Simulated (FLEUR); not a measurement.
## How the basis cutoff moves the magnetism of Cobalt

Wanted: the cheapest choice of the basis cutoff that holds the magnetic results of Cobalt.

Calculated with FLEUR MaX-R8.1; LDA (VWN); all-electron FLAPW, Dirac cores, scalar-relativistic bands.

## 1. The starting structure

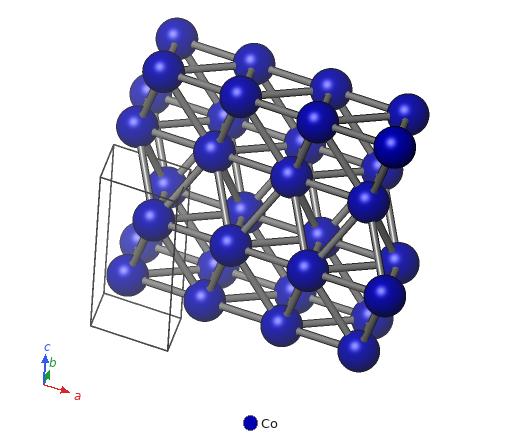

The starting structure, seen from a free direction (cobalt blue). 4×2×2 cells are drawn.

## 2. Rung 1 (Kmax 2.16 1/bohr), start ferro ++

The ladder starts at a small basis and climbs, to see from where on the results stand still.

inpgen writes inp.xml from crystal.txt; cutoffs, mixing, functional, smearing and local orbitals are then set in the file. The k list default-1 (kpts.xml, not shown) is a Γ-centred 12×12×12 mesh; where the ranks do not divide the number of points, some are split in two of half the weight.

File inp.xml:

```
<?xml version="1.0" encoding="UTF-8" standalone="no"?>
<fleurInput fleurInputVersion="0.39">
   <comment>
      Co
   </comment>
   <calculationSetup>
      <cutoffs Kmax="2.16" Gmax="6.5" GmaxXC="6.5" numbands="0"/>
      <scfLoop itmax="90" minDistance="0.00002" maxIterBroyd="15" imix="Anderson" alpha="0.05" precondParam="0.0" spinf="2.0" sdNocoIR="T"/>
      <coreElectrons ctail="T" frcor="F" kcrel="0" coretail_lmax="0"/>
      <xcFunctional name="vwn" relativisticCorrections="F"/>
      <magnetism jspins="2"/>
      <soc l_soc="F" theta="0.0" phi="0.0" spav="F"/>
      <expertModes spex="0" secvar="F"/>
      <geometryOptimization l_f="F" forcealpha="1.0" forcemix="BFGS" epsdisp="0.00001" epsforce="0.00001"/>
      <ldaU l_linMix="F" mixParam="0.05" spinf="1.0"/>
   </calculationSetup>
   <cell>
      <bzIntegration valenceElectrons="34.0" mode="hist" fermiSmearingEnergy="0.00110248">
         <kPointListSelection listName="default-1"/>
         <xi:include xmlns:xi="http://www.w3.org/2001/XInclude" href="kpts.xml"> </xi:include>
      </bzIntegration>
      <xi:include xmlns:xi="http://www.w3.org/2001/XInclude" href="sym.xml"> </xi:include>
      <bulkLattice scale="1.0">
         <bravaisMatrix>
            <row-1>    4.7382992847653478     0.0000000000188973     0.0000000000000000</row-1>
            <row-2>   -2.3691496423921228     4.1034875513345304     0.0000000000000000</row-2>
            <row-3>    0.0000000000000000     0.0000000000000000     7.6909963545095392</row-3>
         </bravaisMatrix>
      </bulkLattice>
   </cell>
   <atomSpecies>
      <species name="Cobalt (Co2.000" element="Co" atomicNumber="27">
         <mtSphere radius="2.3" gridPoints="761" logIncrement="0.016"/>
         <atomicCutoffs lmax="8" lnonsphr="6"/>
         <electronConfig flipSpins="F">
            <coreConfig>(1s1/2) (2s1/2) (2p1/2) (2p3/2)</coreConfig>
            <valenceConfig>(3s1/2) (3p1/2) (3p3/2) (4s1/2) (3d3/2) (3d5/2)</valenceConfig>
            <stateOccupation state="(3d3/2)" spinUp="1.5" spinDown="1.3"/>
            <stateOccupation state="(3d5/2)" spinUp="3.0" spinDown="1.2"/>
         </electronConfig>
         <energyParameters s="4" p="4" d="3" f="4"/>
         <lo type="SCLO" l="0" n="3" eDeriv="0"/>
         <lo type="SCLO" l="1" n="3" eDeriv="0"/>
      </species>
   </atomSpecies>
   <atomGroups>
      <atomGroup species="Cobalt (Co2.000">
         <relPos label="                   1">1.000/3.000 -1.000/3.000 1.000/4.000</relPos>
         <relPos label="                   2">-1.000/3.000 1.000/3.000 -1.000/4.000</relPos>
         <force calculate="T" relaxXYZ="TTT"/>
      </atomGroup>
   </atomGroups>
   <output dos="F" band="F" slice="F">
      <bandDOS minEnergy="-.5*Htr" maxEnergy="0.5*Htr" sigma="0.015" storeEVData="T"/>
      <plotting iplot="0" polar="F">
         <plot TwoD="T" vec1="  1.0  0.0  0.0" vec2="  0.0  1.0  0.0" vec3="  0.0  0.0  1.0" zero="  0.0  0.0  0.0" file="plot"/>
      </plotting>
      <moessbauerParams electricFieldGradient="F" isomerShift="F" coreHyperfine="F" valenceHyperfine="F"/>
   </output>
</fleurInput>
```

File crystal.txt:

```
Co
&input film=F cartesian=F /
2.50739999997  0.00000000001  0.00000000000
-1.25369999999  2.17147209742  0.00000000000
0.00000000000  0.00000000000  4.06990000000
1.8897261246
1.0 1.0 1.0

2
27 0.33333333333  0.66666666667  0.25000000000 : 2.000
27 0.66666666667  0.33333333333  0.75000000000 : 2.000

&kpt div1=12 div2=12 div3=12 gamma=T /
```

On the command line:

```console
$ OMP_NUM_THREADS=1 inpgen -f crystal.txt > inpgen.log  # inp.xml is then edited as shown
$ OMP_NUM_THREADS=1 mpirun -n 2 fleur_MPI > fleur.log
```

The program printed:

```text
Welcome to FLEUR        (www.flapw.de)
      MaX-Release 8.1          (www.max-centre.eu)

 ========== k-point set info ==========
 Selected k-point list: default-1
 k-point list type: mesh
 0 x 0 x 0
 Number of k points: 134

 ------------Calculation Setup---------------------------
 Number of MPI-tasks      :            2
 Number of PE/node        :            2
 Number of OMP-threads    :            1
 k-points in parallel     :            2
 pe's per k-point         :            1
 No of k-point loops      :           67
 Eigenvalue solver        :       lapack
 Number of basis functions:           42
 Approximate size of matrices (H+S) per k-point:         0.000 GB
 --------------------------------------------------------
 Iteration:     1   Distance:      75.93501065 me/bohr^3
 Iteration:     2   Distance:      60.74323715 me/bohr^3
 Iteration:     3   Distance:      37.72823028 me/bohr^3
 Iteration:     4   Distance:      79.66221418 me/bohr^3
 Iteration:     5   Distance:      23.06776304 me/bohr^3
 Iteration:     6   Distance:      18.08224797 me/bohr^3
 Iteration:     7   Distance:       2.84260464 me/bohr^3
 Iteration:     8   Distance:       2.43674667 me/bohr^3
 Iteration:     9   Distance:       1.49041101 me/bohr^3
 Iteration:    10   Distance:       0.85266147 me/bohr^3
 Iteration:    11   Distance:       0.52981193 me/bohr^3
 Iteration:    12   Distance:       0.40483883 me/bohr^3
 Iteration:    13   Distance:       0.03987262 me/bohr^3
 Iteration:    14   Distance:       0.02036666 me/bohr^3
 Iteration:    15   Distance:       0.00693008 me/bohr^3
 Iteration:    16   Distance:       0.00661732 me/bohr^3
 Iteration:    17   Distance:       0.00349948 me/bohr^3
 Iteration:    18   Distance:       0.00097072 me/bohr^3
 Iteration:    19   Distance:       0.00016256 me/bohr^3
 Iteration:    20   Distance:       0.00016082 me/bohr^3
 Iteration:    21   Distance:       0.00007949 me/bohr^3
 Iteration:    22   Distance:       0.00001719 me/bohr^3

 ********************************************************************
 Run finished successfully
 Stop message:
   all done
 ********************************************************************

--- out.xml (last complete iteration) ---
<iteration numberForCurrentRun="   22" overallNumber="   22">
         [... left out ...]
         <bandgap value="0.0001893253" units="eV"/>
         <sumValenceSingleParticleEnergies value="-35.3828736616" units="Htr"/>
         <FermiEnergy value="0.2257102304" units="Htr"/>
         <valenceDensity>
            <mtCharges spin="1">
               <mtCharge atomType="1" total="7.8657542" s="1.2051740" p="3.1552103" d="3.4325328" f="0.0466024"/>
            </mtCharges>
            <mtCharges spin="2">
               <mtCharge atomType="1" total="7.8657543" s="1.2051740" p="3.1552103" d="3.4325329" f="0.0466024"/>
            </mtCharges>
            <spinDependentCharge spin="1" total="16.9999999" interstitial="1.2684915" mtSpheres="15.7315084"/>
            <spinDependentCharge spin="2" total="17.0000001" interstitial="1.2684914" mtSpheres="15.7315087"/>
            <totalCharge value="34.0000000000"/>
         </valenceDensity>
         [... left out ...]
         <magneticMomentsInMTSpheres units="muBohr">
            <globalMagMoment atomType="1" vec="0.00000   0.00000   0.00000"/>
            <localMagMoment atomType="1" vec="0.00000   0.00000   0.00000"/>
         </magneticMomentsInMTSpheres>
         [... left out ...]
         <totalEnergy value="    -2781.4022163734" units="Htr">
            <sumOfEigenvalues value="    -1613.2944152030">
               <coreElectrons value="-1577.9115415415"/>
               <valenceElectrons value="-35.3828736616"/>
            </sumOfEigenvalues>
            <densityCoulombPotentialIntegral value="-4283.9546559959"/>
            <densityEffectivePotentialIntegral value="-4434.9944269649"/>
            <chargeDenXCDenIntegral value="-114.0996396566"/>
            <FockExchangeEnergyValence value="0.0000000000"/>
            <FockExchangeEnergyCore value="0.0000000000"/>
         [... left out ...]
            <tkbTimesEntropy value="0.0002179622"/>
            <freeEnergy value="-2781.4024343355"/>
            <extrapolationTo0K value="-2781.4023253544"/>
         </totalEnergy>
         <densityConvergence units="me/bohr^3">
            <chargeDensity spin="1" distance="0.0000121916"/>
            <chargeDensity spin="2" distance="0.0000073927"/>
            <overallChargeDensity distance="0.0000171922"/>
            <spinDensity distance="0.0000105356"/>
         </densityConvergence>
      </iteration>
```

Run time: 11 s. Hardware: 2 MPI ranks of Arm Neoverse V1, shared host; peak memory 0.09 GiB; 22 s of CPU time.

The spin moment in the muffin-tin sphere vanishes on all atoms.

Read from the output:

- free energy: -75685.8159 eV
- program's band gap on this mesh (in a metal only a level spacing): 1.89e-4 eV
- final state: non-magnetic

After 22 cycles the seed has died away: no moment is left.

## 3. Rung 1 (Kmax 2.16 1/bohr), start antiferro +-

The second start gives the energy difference between the two end states, the quantity that is followed up the ladder.

Edit inp.xml of step 2 so:

```diff
@@ -44,2 +44,15 @@
       </species>
+      <species name="Cobalt (Co-2.000" element="Co" atomicNumber="27">
+         <mtSphere radius="2.3" gridPoints="761" logIncrement="0.016"/>
+         <atomicCutoffs lmax="8" lnonsphr="6"/>
+         <electronConfig flipSpins="F">
+            <coreConfig>(1s1/2) (2s1/2) (2p1/2) (2p3/2)</coreConfig>
+            <valenceConfig>(3s1/2) (3p1/2) (3p3/2) (4s1/2) (3d3/2) (3d5/2)</valenceConfig>
+            <stateOccupation state="(3d3/2)" spinUp="1.3" spinDown="1.5"/>
+            <stateOccupation state="(3d5/2)" spinUp="1.2" spinDown="3.0"/>
+         </electronConfig>
+         <energyParameters s="4" p="4" d="3" f="4"/>
+         <lo type="SCLO" l="0" n="3" eDeriv="0"/>
+         <lo type="SCLO" l="1" n="3" eDeriv="0"/>
+      </species>
    </atomSpecies>
@@ -48,2 +61,5 @@
          <relPos label="                   1">1.000/3.000 -1.000/3.000 1.000/4.000</relPos>
+         <force calculate="T" relaxXYZ="TTT"/>
+      </atomGroup>
+      <atomGroup species="Cobalt (Co-2.000">
          <relPos label="                   2">-1.000/3.000 1.000/3.000 -1.000/4.000</relPos>
```

Edit crystal.txt of step 2 so:

```diff
@@ -10,3 +10,3 @@
 27 0.33333333333  0.66666666667  0.25000000000 : 2.000
-27 0.66666666667  0.33333333333  0.75000000000 : 2.000
+27 0.66666666667  0.33333333333  0.75000000000 : -2.000
```

The program printed:

```text
[banner, memory and clock lines left out]
Welcome to FLEUR        (www.flapw.de)
      MaX-Release 8.1          (www.max-centre.eu)

 ========== k-point set info ==========
 Selected k-point list: default-1
 k-point list type: mesh
 0 x 0 x 0
 Number of k points: 134

 [... set-up left out ...]
 Iteration:     1   Distance:      75.59372691 me/bohr^3
 Iteration:     2   Distance:      60.51793816 me/bohr^3
 Iteration:     3   Distance:      35.93948766 me/bohr^3
 Iteration:     4   Distance:      60.30838598 me/bohr^3
 Iteration:     5   Distance:      29.21160887 me/bohr^3
 Iteration:     6   Distance:      29.86568551 me/bohr^3
 Iteration:     7   Distance:       7.86738981 me/bohr^3
 Iteration:     8   Distance:       5.52445550 me/bohr^3
[... lines left out ...]
 Iteration:    19   Distance:       0.00006651 me/bohr^3
 Iteration:    20   Distance:       0.00006595 me/bohr^3
 Iteration:    21   Distance:       0.00004039 me/bohr^3
 Iteration:    22   Distance:       0.00003767 me/bohr^3
 Iteration:    23   Distance:       0.00002008 me/bohr^3
 Iteration:    24   Distance:       0.00000189 me/bohr^3

 ********************************************************************
 Run finished successfully
 Stop message:
   all done
 ********************************************************************

--- out.xml (last complete iteration) ---
<iteration numberForCurrentRun="   24" overallNumber="   24">
         [... left out ...]
         <bandgap value="0.0001897428" units="eV"/>
         <sumValenceSingleParticleEnergies value="-35.3828730121" units="Htr"/>
         <FermiEnergy value="0.2257102493" units="Htr"/>
         [... left out ...]
         <magneticMomentsInMTSpheres units="muBohr">
            <globalMagMoment atomType="1" vec="0.00000   0.00000   0.00000"/>
            <globalMagMoment atomType="2" vec="0.00000   0.00000   0.00000"/>
         </magneticMomentsInMTSpheres>
         [... left out ...]
         <totalEnergy value="    -2781.4022163116" units="Htr">
            <sumOfEigenvalues value="    -1613.2944151617">
               <coreElectrons value="-1577.9115421497"/>
               <valenceElectrons value="-35.3828730121"/>
            </sumOfEigenvalues>
         [... left out ...]
            <freeEnergy value="-2781.4024342737"/>
            <extrapolationTo0K value="-2781.4023252926"/>
         </totalEnergy>
         <densityConvergence units="me/bohr^3">
            <chargeDensity spin="1" distance="0.0000009677"/>
            <chargeDensity spin="2" distance="0.0000009676"/>
            <overallChargeDensity distance="0.0000018854"/>
            <spinDensity distance="0.0000004365"/>
         </densityConvergence>
      </iteration>
```

It took 14 s on 2 MPI ranks; peak memory 0.11 GiB.

The spin moment in the muffin-tin sphere vanishes on all atoms.

Read from the output:

- free energy: -75685.8159 eV
- program's band gap on this mesh (in a metal only a level spacing): 1.90e-4 eV
- final state: non-magnetic

This start lies +0.0 meV a seeded atom from the first; its moments have collapsed.

## 4. Rung 2 (Kmax 2.7 1/bohr), start ferro ++

Edit inp.xml of step 3 so:

```diff
@@ -6,3 +6,3 @@
    <calculationSetup>
-      <cutoffs Kmax="2.16" Gmax="6.5" GmaxXC="6.5" numbands="0"/>
+      <cutoffs Kmax="2.7" Gmax="8.1" GmaxXC="8.1" numbands="0"/>
       <scfLoop itmax="90" minDistance="0.00002" maxIterBroyd="15" imix="Anderson" alpha="0.05" precondParam="0.0" spinf="2.0" sdNocoIR="T"/>
@@ -44,15 +44,2 @@
       </species>
-      <species name="Cobalt (Co-2.000" element="Co" atomicNumber="27">
-         <mtSphere radius="2.3" gridPoints="761" logIncrement="0.016"/>
-         <atomicCutoffs lmax="8" lnonsphr="6"/>
-         <electronConfig flipSpins="F">
-            <coreConfig>(1s1/2) (2s1/2) (2p1/2) (2p3/2)</coreConfig>
-            <valenceConfig>(3s1/2) (3p1/2) (3p3/2) (4s1/2) (3d3/2) (3d5/2)</valenceConfig>
-            <stateOccupation state="(3d3/2)" spinUp="1.3" spinDown="1.5"/>
-            <stateOccupation state="(3d5/2)" spinUp="1.2" spinDown="3.0"/>
-         </electronConfig>
-         <energyParameters s="4" p="4" d="3" f="4"/>
-         <lo type="SCLO" l="0" n="3" eDeriv="0"/>
-         <lo type="SCLO" l="1" n="3" eDeriv="0"/>
-      </species>
    </atomSpecies>
@@ -61,5 +48,2 @@
          <relPos label="                   1">1.000/3.000 -1.000/3.000 1.000/4.000</relPos>
-         <force calculate="T" relaxXYZ="TTT"/>
-      </atomGroup>
-      <atomGroup species="Cobalt (Co-2.000">
          <relPos label="                   2">-1.000/3.000 1.000/3.000 -1.000/4.000</relPos>
```

Edit crystal.txt of step 3 so:

```diff
@@ -10,3 +10,3 @@
 27 0.33333333333  0.66666666667  0.25000000000 : 2.000
-27 0.66666666667  0.33333333333  0.75000000000 : -2.000
+27 0.66666666667  0.33333333333  0.75000000000 : 2.000
```

The program printed:

```text
[banner, memory and clock lines left out]
Welcome to FLEUR        (www.flapw.de)
      MaX-Release 8.1          (www.max-centre.eu)

 ========== k-point set info ==========
 Selected k-point list: default-1
 k-point list type: mesh
 0 x 0 x 0
 Number of k points: 134

 [... set-up left out ...]
 Iteration:     1   Distance:      25.88427283 me/bohr^3
 Iteration:     2   Distance:      20.24094939 me/bohr^3
 Iteration:     3   Distance:       4.54662989 me/bohr^3
 Iteration:     4   Distance:       4.77844966 me/bohr^3
 Iteration:     5   Distance:       1.44034248 me/bohr^3
[...]
<sumOfEigenvalues value="    -1605.9415373795">
               <coreElectrons value="-1574.1904616850"/>
               <valenceElectrons value="-31.7510756945"/>
            </sumOfEigenvalues>
         [... left out ...]
            <freeEnergy value="-2782.1294808325"/>
            <extrapolationTo0K value="-2782.1293448684"/>
         </totalEnergy>
         <densityConvergence units="me/bohr^3">
            <chargeDensity spin="1" distance="0.0000070906"/>
            <chargeDensity spin="2" distance="0.0000106051"/>
            <overallChargeDensity distance="0.0000130794"/>
            <spinDensity distance="0.0000124266"/>
         </densityConvergence>
      </iteration>
```

Elapsed: 13 s, on 2 MPI ranks; peak memory 0.09 GiB.

This step gave:

| Property | Result |
| --- | --- |
| free energy | -75705.5999 eV |
| program's band gap on this mesh (in a metal only a level spacing) | 0.03073 eV |
| magnetization | 3.217 μB |
| final state | ferromagnetic |
| largest moment | 1.641 μB |

The largest moment moves by +1.64 μB from rung 1, at 1.2 times its CPU time.

## 5. Rung 2 (Kmax 2.7 1/bohr), start antiferro +-

Edit inp.xml of step 4 so:

```diff
@@ -44,2 +44,15 @@
       </species>
+      <species name="Cobalt (Co-2.000" element="Co" atomicNumber="27">
+         <mtSphere radius="2.3" gridPoints="761" logIncrement="0.016"/>
+         <atomicCutoffs lmax="8" lnonsphr="6"/>
+         <electronConfig flipSpins="F">
+            <coreConfig>(1s1/2) (2s1/2) (2p1/2) (2p3/2)</coreConfig>
+            <valenceConfig>(3s1/2) (3p1/2) (3p3/2) (4s1/2) (3d3/2) (3d5/2)</valenceConfig>
+            <stateOccupation state="(3d3/2)" spinUp="1.3" spinDown="1.5"/>
+            <stateOccupation state="(3d5/2)" spinUp="1.2" spinDown="3.0"/>
+         </electronConfig>
+         <energyParameters s="4" p="4" d="3" f="4"/>
+         <lo type="SCLO" l="0" n="3" eDeriv="0"/>
+         <lo type="SCLO" l="1" n="3" eDeriv="0"/>
+      </species>
    </atomSpecies>
@@ -48,2 +61,5 @@
          <relPos label="                   1">1.000/3.000 -1.000/3.000 1.000/4.000</relPos>
+         <force calculate="T" relaxXYZ="TTT"/>
+      </atomGroup>
+      <atomGroup species="Cobalt (Co-2.000">
          <relPos label="                   2">-1.000/3.000 1.000/3.000 -1.000/4.000</relPos>
```

Edit crystal.txt of step 4 so:

```diff
@@ -10,3 +10,3 @@
 27 0.33333333333  0.66666666667  0.25000000000 : 2.000
-27 0.66666666667  0.33333333333  0.75000000000 : 2.000
+27 0.66666666667  0.33333333333  0.75000000000 : -2.000
```

The program printed:

```text
[banner, memory and clock lines left out]
Welcome to FLEUR        (www.flapw.de)
      MaX-Release 8.1          (www.max-centre.eu)

 ========== k-point set info ==========
 Selected k-point list: default-1
 k-point list type: mesh
 0 x 0 x 0
 Number of k points: 134

 [... set-up left out ...]
 Iteration:     1   Distance:      27.49993996 me/bohr^3
 Iteration:     2   Distance:      21.66450834 me/bohr^3
 Iteration:     3   Distance:      12.56332346 me/bohr^3
 Iteration:     4   Distance:      11.51416647 me/bohr^3
 Iteration:     5   Distance:       5.79930596 me/bohr^3
[...]
<sumOfEigenvalues value="    -1606.0003382483">
               <coreElectrons value="-1574.2482296272"/>
               <valenceElectrons value="-31.7521086211"/>
            </sumOfEigenvalues>
         [... left out ...]
            <freeEnergy value="-2782.1137935036"/>
            <extrapolationTo0K value="-2782.1134854432"/>
         </totalEnergy>
         <densityConvergence units="me/bohr^3">
            <chargeDensity spin="1" distance="0.0000041619"/>
            <chargeDensity spin="2" distance="0.0000044627"/>
            <overallChargeDensity distance="0.0000041891"/>
            <spinDensity distance="0.0000075450"/>
         </densityConvergence>
      </iteration>
```

It took 21 s on 2 MPI ranks; peak memory 0.12 GiB; 41 s of CPU time.

Read from the output:

```
free energy                                                       : -75705.1730 eV
program's band gap on this mesh (in a metal only a level spacing) : 0.003185 eV
magnetization                                                     : 0 μB
final state                                                       : antiferromagnetic
largest moment                                                    : 1.053 μB
```

This start lies +213.4 meV a seeded atom from the first, a change of +213.4 meV since rung 1; its largest moment is 1.05 μB.

[end of part 1 of 3]

[Logs and program files are shortened in this print: banners, set-up blocks, solver, clock and traceback lines can be left out without a mark of their own.]

[Logs are printed without paths, hosts, clocks, repeated set-up lines and the standing remarks that a program may print on its own settings, such as how far it seeks lower states.]

[Hosts, paths, dates, database ids (printed as entryN), source tags and the programs' standing remarks are cut or masked in the printed files.]

[Where a cell is said to come from a database of computed structures, the database is the Materials Project.]
